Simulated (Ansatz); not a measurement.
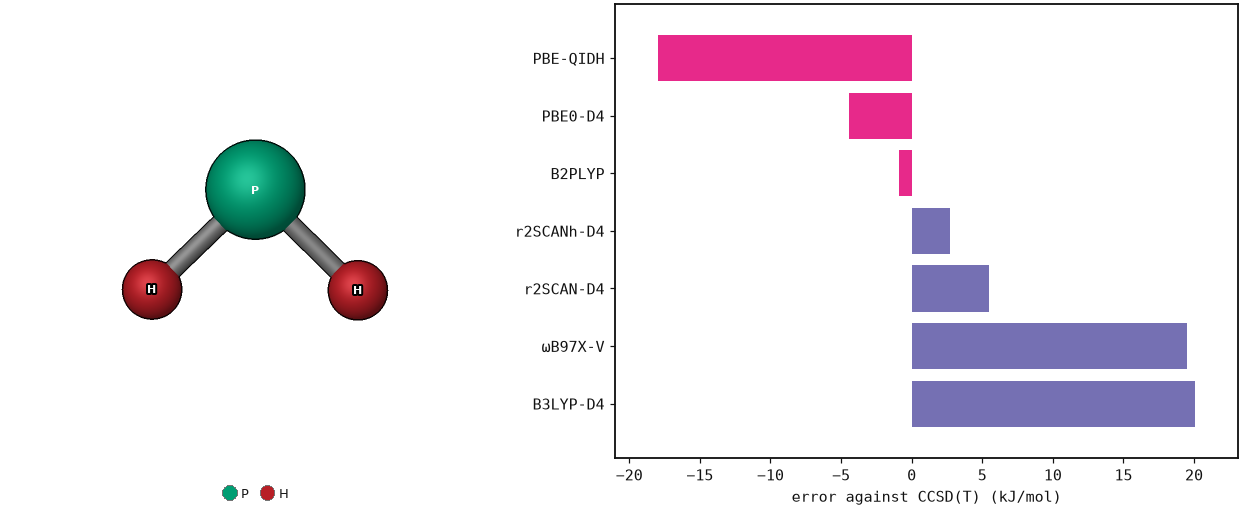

Error in the electronic atomisation energy (method less reference, so positive means overbinding) of PH₂, SMILES [PH2], doublet: functionals in def2-TZVPP against frozen-core CCSD(T) at the limit (scheme: direct), which gives 646.5 kJ/mol, at a PBE0-D4/def2-TZVP geometry (a minimum by its frequencies), no zero-point or spin-orbit term, the Ansatz code 0.2.0. The reference leaves out core correlation, a term that grows with the number of heavy atoms. PBE-QIDH and B2PLYP hold a correlation term that converges slowly with the basis, so part of the distance to the limit is basis error. No dispersion term is added to PBE-QIDH and B2PLYP.

> What range do the values span?

From −17.9 kJ/mol (PBE-QIDH) to 20.1 kJ/mol (B3LYP-D4).

> Give the values.

```csv
level,kJ/mol
PBE-QIDH,−17.9
PBE0-D4,−4.4
B2PLYP,−0.9
r2SCANh-D4,2.7
r2SCAN-D4,5.5
ωB97X-V,19.5
B3LYP-D4,20.1
```
